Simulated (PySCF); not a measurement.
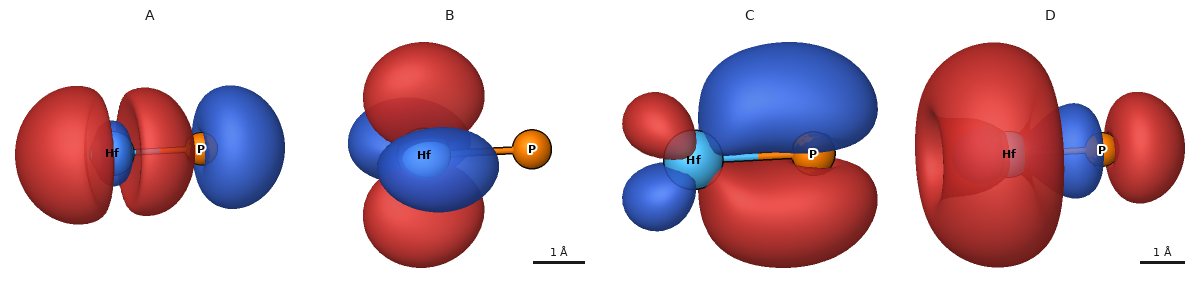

*HfP (doublet). Four frontier β-spin orbitals, each drawn at the value that holds 80 % of its norm (red and blue are the two phases), in no order; of a degenerate pair one member is drawn.*

Core potentials replace the inner electrons of Hf.

These are results of PySCF, PBE0/def2-TZVPP, non-relativistic Hamiltonian with scalar-relativistic core potentials where named, at a bond length of 2.195 Å, not measurements.

Label each orbital by symmetry, say whether it is occupied, and order them by energy.

Orbital A: σ, occupied in this spin, −6.10 eV; shared between the atoms (Hf 50 %, P 50 %).
Orbital C: π, occupied in this spin, −5.86 eV; bonding, with no node between the atoms.
Orbital D: σ, empty in this spin, −3.05 eV; mainly on Hf (80 %).
Orbital B: δ, empty in this spin, −1.76 eV; almost wholly on Hf.
